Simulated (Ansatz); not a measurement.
```xyz
6

Al   -1.7042   -2.1795    0.7089
B    -0.9437    0.6262   -1.4523
B    -1.2660   -0.5676   -0.5321
F    -0.5652   -2.6521    1.8368
H    -0.7019    1.5493   -2.1683
H    -3.0359   -3.0330    0.7034
```

Geometry: PBE0-D3(BJ)/def2-SVP.

Level of theory: isolated molecule in a Gaussian basis; Kohn-Sham density functional theory, functional PBE0 (Ansatz).

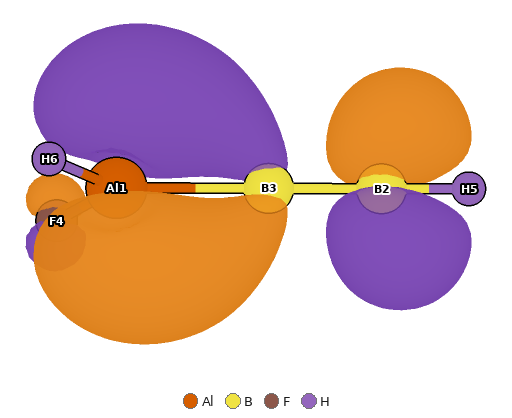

AlB2FH2 (SMILES B=[B][AlH][F]) (triplet). One frontier orbital at ±0.1 Å⁻³ᐟ² (orange and purple are the two phases), seen from one side.

> Which orbital is it: HOMO (α) or LUMO (α)?

The LUMO (α), at −1.93 eV. It lies mainly on Al1 (about 45 %), B2 (about 25 %) and B3 (about 15 %); it changes sign across the molecular plane (π type); π-bonding across Al1–B3; π-antibonding (a node) across B2–B3.
